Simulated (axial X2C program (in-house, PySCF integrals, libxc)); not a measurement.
# A two-component session on CuN⁻: properties at the nuclei

Wanted for CuN⁻: properties at the nuclei, at the two-component level.

Computed with an in-house X2C program for linear molecules on PySCF integrals. Level: two-component X2C with atomic mean-field terms, Cu dyall-acv3z, N dyall-av3z.

All values are calculated.

### 1 Input

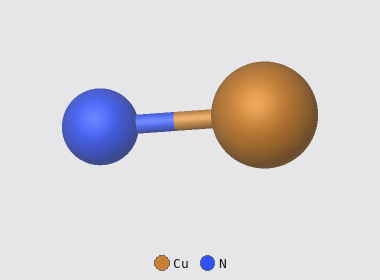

The two atoms at 1.750 Å (copper orange, nitrogen blue).

task.json reads:

```json
{"zs": [29, 7], "q": -1, "bas": ["dyall-acv3z", "dyall-av3z"], "r0": 1.75, "levels": ["PBE0", "HF", "B3LYP", "PBE50", "BP86"], "nst": 3}
```

Keys: zs atomic numbers; q charge; bas basis sets; r0 starting distance in Å; levels methods (HF also brings MP2); nst determinants followed.

On the command line:

```console
$ python soeom.py task.json out
```

Nuclei are Gaussian, cores are contracted, and the Gaunt term is on.

### 2 Expectation values, lowest determinant

R = 1.807 Å. State: Ω = 3/2 (excess of +ω over −ω: ω = 3/2).

Output of the PBE0 run:

```text
two-component X2C + atomic mean field  PBE0
basis functions 178  fitting functions 940  grid points 5078
iter        total energy     max residual
   1      -1708.768784809     7.12e-06
   2      -1708.768784810     1.77e-05
   3      -1708.768784814     4.72e-06
   4      -1708.768784815     3.67e-06
converged
one-electron -2504.00553994  Coulomb 810.94251694  exact exchange -18.24011526  xc functional -56.40261178  nuclear repulsion 59.44824229  atomic mean-field constant -0.51127707
```

The highest occupied spinor is 50% Cu s, 28% Cu p, 12% N p.

```csv
level,Eeff magnitude (GV/cm),Ws magnitude Cu (kHz),A∥/gI Cu (MHz),qzz Cu (a.u.),A∥/gI N (MHz),qzz N (a.u.)
PBE0,0.49,0.196,58.9,-0.34,-29,-0.97
HF,0.377,0.149,-121,-1.37,8.65,-1.16
B3LYP,0.509,0.202,82.1,-0.19,-18,-0.93
PBE50,0.513,0.198,24.5,-0.78,-23.6,-1.10
BP86,0.514,0.205,126,0.11,-37.6,-0.79
```

Eeff is the effective electric field on the electron dipole moment in this Ω state and Ws the scalar–pseudoscalar constant (defined with the proton number Z and per Ω); A∥ is the parallel hyperfine constant, which follows by multiplying with the nuclear g factor gI = μI/(I μN); qzz is the electric field gradient, eQq0 = 234.96 MHz × Q/barn × qzz. The operators were transformed with the bare-nucleus X2C matrices.

### 3 Expectation values, a higher determinant

R = 1.807 Å. State: Ω = 1/2 (excess of +ω over −ω: 2 × ω = -1/2, ω = 3/2), 0.21 eV above the lowest in the PBE0 search for states (made at or near this distance, with looser thresholds).

Output of the PBE0 run:

```text
two-component X2C + atomic mean field  PBE0
basis functions 178  fitting functions 940  grid points 5078
iter        total energy     max residual
   1      -1708.760940898     2.45e-06
   2      -1708.760940898     1.99e-06
converged
one-electron -2503.79621093  Coulomb 810.73562729  exact exchange -18.23936558  xc functional -56.39795690  nuclear repulsion 59.44824229  atomic mean-field constant -0.51127707
```

The highest occupied spinor is 45% Cu s, 30% Cu p, 16% N p.

```
level  Eeff magnitude (GV/cm)  Ws magnitude Cu (kHz)  A∥/gI Cu (MHz)  qzz Cu (a.u.)  A∥/gI N (MHz)  qzz N (a.u.)
 PBE0                   0.669                  0.543            -589          -0.44           -213         -1.02
   HF                   0.218                  0.164            -632          -1.53          -76.2         -1.20
B3LYP                   0.724                  0.585            -588          -0.28           -199         -1.00
PBE50                   0.584                  0.481            -613          -0.92           -196         -1.15
 BP86                   0.747                  0.595            -550           0.09           -235         -0.83
```

### 4 Expectation values, a higher determinant

R = 1.807 Å. State: Ω = 1/2 (excess of +ω over −ω: ω = 1/2), 0.50 eV above the lowest in the PBE0 search for states (made at or near this distance, with looser thresholds).

Output of the PBE0 run:

```text
two-component X2C + atomic mean field  PBE0
basis functions 178  fitting functions 940  grid points 5078
iter        total energy     max residual
   1      -1708.750343360     1.91e-05
   2      -1708.750343368     2.63e-05
   3      -1708.750343380     1.13e-05
   4      -1708.750343388     6.63e-06
   5      -1708.750343391     1.24e-05
   6      -1708.750343392     1.46e-06
converged
one-electron -2504.50846470  Coulomb 811.43255619  exact exchange -18.22341921  xc functional -56.38798089  nuclear repulsion 59.44824229  atomic mean-field constant -0.51127707
```

The highest occupied spinor is 66% N p, 26% Cu p, 7% Cu d.

```csv
level,Eeff magnitude (GV/cm),Ws magnitude Cu (kHz),A∥/gI Cu (MHz),qzz Cu (a.u.),A∥/gI N (MHz),qzz N (a.u.)
PBE0,0.998,0.765,1030,1.14,338,0.48
HF,1.36,1.11,376,-0.63,95.6,0.70
B3LYP,0.737,0.558,824,1.39,357,0.54
PBE50,1.4,1.11,1110,0.42,313,0.66
BP86,0.422,0.294,558,1.72,380,0.51
```

### 5 Results

| quantity | value |
| --- | --- |
| lowest determinant | Ω = 3/2 (excess of +ω over −ω: ω = 3/2) |
| Eeff magnitude (GV/cm), PBE0 | 0.49 |
| Ws magnitude Cu (kHz), PBE0 | 0.196 |
| A∥/gI Cu (MHz), PBE0 | 58.9 |
| qzz Cu (a.u.), PBE0 | -0.34 |
| higher determinant | Ω = 1/2 (excess of +ω over −ω: 2 × ω = -1/2, ω = 3/2) |
| Eeff magnitude (GV/cm), PBE0, higher determinant | 0.669 |
| Ws magnitude Cu (kHz), PBE0, higher determinant | 0.543 |
| A∥/gI Cu (MHz), PBE0, higher determinant | -589 |
| qzz Cu (a.u.), PBE0, higher determinant | -0.44 |
| higher determinant | Ω = 1/2 (excess of +ω over −ω: ω = 1/2) |
| Eeff magnitude (GV/cm), PBE0, higher determinant | 0.998 |
| Ws magnitude Cu (kHz), PBE0, higher determinant | 0.765 |
| A∥/gI Cu (MHz), PBE0, higher determinant | 1030 |
| qzz Cu (a.u.), PBE0, higher determinant | 1.14 |

What this shows: In the first state, the effective field runs from 0.377 to 0.514 GV/cm over the mean-field levels. The expectation values come from single determinants, which for open shells can mix terms of unlike spin or miss the lowest Ω, so a determinant need not be a state. Eeff is the effective electric field on the electron dipole moment in this Ω state and Ws the scalar–pseudoscalar constant (defined with the proton number Z and per Ω); A∥ is the parallel hyperfine constant, which follows by multiplying with the nuclear g factor gI = μI/(I μN); qzz is the electric field gradient, eQq0 = 234.96 MHz × Q/barn × qzz. The operators were transformed with the bare-nucleus X2C matrices.
